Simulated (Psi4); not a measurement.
# SiO2: geometry relaxation (part 2 of 3)

SiO2, SMILES O=[Si]=O; MP2/def2-SVP, RHF (Psi4 1.11). The geometry comes from this level: GFN2-xTB.

Geometry of the input (Å):
```
O  0.6912  1.2173  0.5137
Si -0.0007  0.0004  -0.0002
O  -0.6905  -1.2177  -0.5136
```

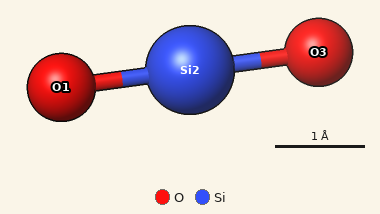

The input geometry (ball-and-stick view, seen at a tilt; atoms are numbered from 1 in the order of the input).

What the program printed, continued
```
Next Geometry in Ang
	Fragment 1 (Ang)

	    O   0.8415622885   1.2710664824   0.0000000000
	   Si  -0.0002647203   0.0001739995   0.0000000000
	    O  -0.8408549814  -1.2715119127   0.0000000000

    Structure for next step:
    Molecular point group: cs
    Full point group: Cs

    Geometry (in Bohr), charge = 0, multiplicity = 1:

    O            1.590199113731     2.402038652433     0.000000000000
    SI          -0.000623377782     0.000399924951     0.000000000000
    O           -1.589108755025    -2.402738166699     0.000000000000

gradient() will perform analytic gradient computation.
    SCF Algorithm Type (re)set to DF.

  ==> Geometry <==

    Molecular point group: cs
    Full point group: Cs

    Geometry (in Bohr), charge = 0, multiplicity = 1:

       Center              X                  Y                   Z               Mass
    ------------   -----------------  -----------------  -----------------  -----------------
         O            1.590199113731     2.402038652433     0.000000000000    15.994914619570
         SI          -0.000623377782     0.000399924951     0.000000000000    27.976926534650
         O           -1.589108755025    -2.402738166699     0.000000000000    15.994914619570

  Running in cs symmetry.

  Rotational constants: A = 2093024.63418  B =      0.22677  C =      0.22677 [cm^-1]
  Rotational constants: A = 62747299973.42458  B =   6798.37316  C =   6798.37243 [MHz]
  Nuclear repulsion =   88.867080928244633

  Charge       = 0
  Multiplicity = 1
  Electrons    = 30
  Nalpha       = 15
  Nbeta        = 15

  ==> Algorithm <==

  SCF Algorithm Type is DF.
  DIIS enabled.
  MOM disabled.
  Fractional occupation disabled.
  Guess Type is READ.
  Energy threshold   = 1.00e-10
  Density threshold  = 1.00e-10
  Integral threshold = 1.00e-12

   => Loading Basis Set <=

    Name: DEF2-SVP
    Role: ORBITAL
    Keyword: BASIS

  Reading orbitals from file scr/output.default.2277.180.npy, no projection.

  ==> MemDFJK: Density-Fitted J/K Matrices <==

    J tasked:                   Yes
    K tasked:                   Yes
    wK tasked:                   No
    Memory [MiB]:              1144
    Algorithm:                 Core
    Schwarz Cutoff:           1E-12
    Mask sparsity (%):       1.7958
    Fitting Condition:        1E-10

   => Auxiliary Basis Set <=

  Basis Set: (DEF2-SVP AUX)
    Blend: DEF2-UNIVERSAL-JKFIT
    Number of shells: 88
    Number of basis functions: 282
    Number of Cartesian functions: 341
    Spherical Harmonics?: true
    Max angular momentum: 4

  Minimum eigenvalue in the overlap matrix is 2.2232835245E-02.
  Reciprocal condition number of the overlap matrix is 6.7947662642E-03.
    Using symmetric orthogonalization.

  ==> Pre-Iterations <==

  SCF Guess: Orbitals guess was supplied from a previous computation.

   -------------------------------------------------------
    Irrep   Nso     Nmo     Nalpha   Nbeta   Ndocc  Nsocc
   -------------------------------------------------------
     A'        33      33      12      12      12       0
     A"        13      13       3       3       3       0
   -------------------------------------------------------
    Total      46      46      15      15      15       0
   -------------------------------------------------------

  ==> Iterations <==

                           Total Energy        Delta E     RMS |[F,P]|

   @DF-RHF iter   0:  -438.34880063678531   -4.38349e+02   4.05991e-03
   @DF-RHF iter   1:  -438.41209483389633   -6.32942e-02   4.38656e-04 ADIIS/DIIS
   @DF-RHF iter   2:  -438.41225960238796   -1.64768e-04   1.83947e-04 ADIIS/DIIS
   @DF-RHF iter   3:  -438.41228823424683   -2.86319e-05   9.11452e-05 DIIS
   @DF-RHF iter   4:  -438.41229967224149   -1.14380e-05   4.35200e-05 DIIS
   @DF-RHF iter   5:  -438.41230343655656   -3.76432e-06   7.50924e-06 DIIS
   @DF-RHF iter   6:  -438.41230353461583   -9.80593e-08   1.37065e-06 DIIS
   @DF-RHF iter   7:  -438.41230353625383   -1.63800e-09   1.74190e-07 DIIS
   @DF-RHF iter   8:  -438.41230353627196   -1.81331e-11   1.05332e-07 DIIS
   @DF-RHF iter   9:  -438.41230353627873   -6.76437e-12   5.66115e-09 DIIS
   @DF-RHF iter  10:  -438.41230353627884   -1.13687e-13   1.12521e-09 DIIS
   @DF-RHF iter  11:  -438.41230353627907   -2.27374e-13   4.47588e-10 DIIS
   @DF-RHF iter  12:  -438.41230353627856    5.11591e-13   1.24813e-10 DIIS
   @DF-RHF iter  13:  -438.41230353627861   -5.68434e-14   1.42333e-11 DIIS
  Energy and wave function converged.

  ==> Post-Iterations <==

    Final Occupation by Irrep:
             Ap   App
    DOCC [    12,    3 ]
    NA   [    12,    3 ]
    NB   [    12,    3 ]

  @DF-RHF Final Energy:  -438.41230353627861

   => Energetics <=

    Nuclear Repulsion Energy =             88.8670809282446328
    One-Electron Energy =                -784.3296876146006298
    Two-Electron Energy =                 257.0503031500774114
    Total Energy =                       -438.4123035362786140

Computation Completed

Properties will be evaluated at   0.000000,   0.000000,   0.000000 [a0]

Properties computed using the SCF density matrix

 Multipole Moments:

 ------------------------------------------------------------------------------------
     Multipole            Electronic (a.u.)      Nuclear  (a.u.)        Total (a.u.)
 ------------------------------------------------------------------------------------

 L = 1.  Multiply by 2.5417464519 to convert [e a0] to [Debye]
 Dipole X            :         -0.0017272           -0.0000044           -0.0017316
 Dipole Y            :          0.0011074            0.0000028            0.0011102
 Dipole Z            :          0.0000000            0.0000000            0.0000000
 Magnitude           :                                                    0.0020569

 ------------------------------------------------------------------------------------

	total time  =          0 seconds =       0.00 minutes

  //>>>>>>>>>>>>>>>>>>>>>>>>>>>>>>>>>>>//
  //               DFMP2               //
  //<<<<<<<<<<<<<<<<<<<<<<<<<<<<<<<<<<<//

  ==> Geometry <==

    Molecular point group: cs
    Full point group: Cs

    Geometry (in Bohr), charge = 0, multiplicity = 1:

       Center              X                  Y                   Z               Mass
    ------------   -----------------  -----------------  -----------------  -----------------
         O            1.590199113731     2.402038652433     0.000000000000    15.994914619570
         SI          -0.000623377782     0.000399924951     0.000000000000    27.976926534650
         O           -1.589108755025    -2.402738166699     0.000000000000    15.994914619570

  Nuclear repulsion =   88.867080928244633
  Reference energy  = -438.412303536278614

  => Iterations <=

             Iter  Converged  Remaining    Residual
  CGR           1          0          1   1.390E-01
  CGR           2          0          1   2.302E-02
  CGR           3          0          1   5.388E-03
  CGR           4          0          1   1.140E-03
  CGR           5          0          1   3.015E-04
  CGR           6          0          1   3.098E-05
  CGR           7          0          1   1.196E-05
  CGR           8          0          1   2.505E-06
  CGR           9          1          0   3.721E-07

    CGRSolver converged.

   => Auxiliary Basis Set <=

  Basis Set: (DEF2-SVP AUX)
    Blend: DEF2-UNIVERSAL-JKFIT
    Number of shells: 88
    Number of basis functions: 282
    Number of Cartesian functions: 341
    Spherical Harmonics?: true
    Max angular momentum: 4

	-----------------------------------------------------------
	 ==================> DF-MP2 Energies <====================
	-----------------------------------------------------------
	 Reference Energy          =    -438.4123035362786140 [Eh]
	 Singles Energy            =      -0.0000000000000000 [Eh]
	 Same-Spin Energy          =      -0.1310738370481059 [Eh]
	 Opposite-Spin Energy      =      -0.3409111245475490 [Eh]
	 Correlation Energy        =      -0.4719849615956548 [Eh]
	 Total Energy              =    -438.8842884978742518 [Eh]
	-----------------------------------------------------------
	 ================> DF-SCS-MP2 Energies <==================
	-----------------------------------------------------------
	 SCS Same-Spin Scale       =       0.3333333333333333 [-]
	 SCS Opposite-Spin Scale   =       1.2000000000000000 [-]
	 SCS Same-Spin Energy      =      -0.0436912790160353 [Eh]
	 SCS Opposite-Spin Energy  =      -0.4090933494570587 [Eh]
	 SCS Correlation Energy    =      -0.4527846284730940 [Eh]
	 SCS Total Energy          =    -438.8650881647516826 [Eh]
	-----------------------------------------------------------

  -Total Gradient:
     Atom            X                  Y                   Z
    ------   -----------------  -----------------  -----------------
       1       -0.004866496309    -0.007411469906     0.000000000000
       2       -0.000065753532     0.000014416925     0.000000000000
       3        0.004932249842     0.007397052982     0.000000000000

	total time  =          1 seconds =       0.02 minutes

    			-----------------------------------------

    			 OPTKING 3.0: for geometry optimizations

    			        with contributions from

    			-----------------------------------------

	                            ===> Fragment 1 <==

	 Z (Atomic Numbers)          Masses                          Geom
	       8.000000            15.994915          1.59019911  2.40203865  0.00000000
	      14.000000            27.976927         -0.00062338  0.00039992  0.00000000
	       8.000000            15.994915         -1.58910876 -2.40273817  0.00000000

	 - Coordinate -           - BOHR/RAD -       - ANG/DEG -
	 R(1,2)           =         2.880726           1.524415
	 R(2,3)           =         2.880687           1.524394
	 L(1,2,3)         =         3.140629         179.944778
	 l(1,2,3)         =         3.141593         180.000000

	        --- Internal Coordinate Step in ANG or DEG, aJ/ANG or AJ/DEG ---
	-------------------------------------------------------------------------------
	           Coordinate      Previous         Force          Change          New
	           ----------      --------        ------          ------        ------
	               R(1,2)       1.52441        0.07305        0.00709       1.53150
	               R(2,3)       1.52439        0.07325        0.00710       1.53150
	             L(1,2,3)     179.94478        0.00001        0.02831     179.97309
	             l(1,2,3)     180.00000        0.00000        0.00000     180.00000
	-------------------------------------------------------------------------------

	                                 ==> Convergence Check <==

	Measures of convergence in internal coordinates in au.

	Criteria marked as inactive (o), active & met (*), and active & unmet ( ).

	----------------------------------------------------------------------------------------------
	   Step    Total Energy     Delta E     Max Force     RMS Force      Max Disp      RMS Disp
	----------------------------------------------------------------------------------------------
	  Convergence Criteria     1.00e-06 *    3.00e-04 *             o    1.20e-03 *             o
	----------------------------------------------------------------------------------------------
	     2    -438.88428850   -3.65e-03      8.89e-03      6.28e-03 o    1.34e-02      9.48e-03 o  ~
	----------------------------------------------------------------------------------------------

Next Geometry in Ang
	Fragment 1 (Ang)

	    O   0.8453065443   1.2770876112   0.0000000000
	   Si  -0.0001183769   0.0000783369   0.0000000000
	    O  -0.8449410518  -1.2773244840   0.0000000000

    Structure for next step:
    Molecular point group: cs
    Full point group: Cs

    Geometry (in Bohr), charge = 0, multiplicity = 1:

    O            1.597318000835     2.413396153645     0.000000000000
    SI          -0.000303559862     0.000198365644     0.000000000000
    O           -1.596787040078    -2.413743117738     0.000000000000

gradient() will perform analytic gradient computation.
    SCF Algorithm Type (re)set to DF.

  ==> Geometry <==

    Molecular point group: cs
    Full point group: Cs

    Geometry (in Bohr), charge = 0, multiplicity = 1:

       Center              X                  Y                   Z               Mass
    ------------   -----------------  -----------------  -----------------  -----------------
         O            1.597318000835     2.413396153645     0.000000000000    15.994914619570
         SI          -0.000303559862     0.000198365644     0.000000000000    27.976926534650
         O           -1.596787040078    -2.413743117738     0.000000000000    15.994914619570

  Running in cs symmetry.

  Rotational constants: A = 8729560.64315  B =      0.22467  C =      0.22467 [cm^-1]
  Rotational constants: A = 261705644246.88409  B =   6735.53009  C =   6735.52991 [MHz]
  Nuclear repulsion =   88.455397611953074

  Charge       = 0
  Multiplicity = 1
  Electrons    = 30
  Nalpha       = 15
  Nbeta        = 15

   => Auxiliary Basis Set <=

  Basis Set: (DEF2-SVP AUX)
    Blend: DEF2-UNIVERSAL-JKFIT
    Number of shells: 88
    Number of basis functions: 282
    Number of Cartesian functions: 341
    Spherical Harmonics?: true
    Max angular momentum: 4

  Minimum eigenvalue in the overlap matrix is 2.2911663200E-02.
  Reciprocal condition number of the overlap matrix is 7.0198664817E-03.
    Using symmetric orthogonalization.

  ==> Iterations <==

                           Total Energy        Delta E     RMS |[F,P]|

   @DF-RHF iter   0:  -438.39747254873907   -4.38397e+02   8.29842e-04
   @DF-RHF iter   1:  -438.41088278264175   -1.34102e-02   9.50078e-05 DIIS
   @DF-RHF iter   2:  -438.41089059555031   -7.81291e-06   3.89688e-05 DIIS
   @DF-RHF iter   3:  -438.41089194470072   -1.34915e-06   1.96487e-05 DIIS
   @DF-RHF iter   4:  -438.41089248690787   -5.42207e-07   9.65307e-06 DIIS
   @DF-RHF iter   5:  -438.41089267109993   -1.84192e-07   1.62633e-06 DIIS
   @DF-RHF iter   6:  -438.41089267553076   -4.43083e-09   2.90102e-07 DIIS
   @DF-RHF iter   7:  -438.41089267560409   -7.33280e-11   4.31465e-08 DIIS
   @DF-RHF iter   8:  -438.41089267560494   -8.52651e-13   2.24642e-08 DIIS
   @DF-RHF iter   9:  -438.41089267560523   -2.84217e-13   1.23205e-09 DIIS
   @DF-RHF iter  10:  -438.41089267560545   -2.27374e-13   3.00139e-10 DIIS
   @DF-RHF iter  11:  -438.41089267560562   -1.70530e-13   1.29358e-10 DIIS
   @DF-RHF iter  12:  -438.41089267560494    6.82121e-13   2.81337e-11 DIIS
  Energy and wave function converged.

  ==> Post-Iterations <==

    Final Occupation by Irrep:
             Ap   App
    DOCC [    12,    3 ]
    NA   [    12,    3 ]
    NB   [    12,    3 ]

  @DF-RHF Final Energy:  -438.41089267560494

   => Energetics <=

    Nuclear Repulsion Energy =             88.4553976119530745
    One-Electron Energy =                -783.4959367614574148
    Two-Electron Energy =                 256.6296464738993564
    Total Energy =                       -438.4108926756049414

Computation Completed

Properties will be evaluated at   0.000000,   0.000000,   0.000000 [a0]

Properties computed using the SCF density matrix

 Multipole Moments:

 ------------------------------------------------------------------------------------
     Multipole            Electronic (a.u.)      Nuclear  (a.u.)        Total (a.u.)
 ------------------------------------------------------------------------------------

 L = 1.  Multiply by 2.5417464519 to convert [e a0] to [Debye]
 Dipole X            :         -0.0008366           -0.0000022           -0.0008388
 Dipole Y            :          0.0005466            0.0000014            0.0005480
 Dipole Z            :          0.0000000            0.0000000            0.0000000
 Magnitude           :                                                    0.0010019

 ------------------------------------------------------------------------------------
```
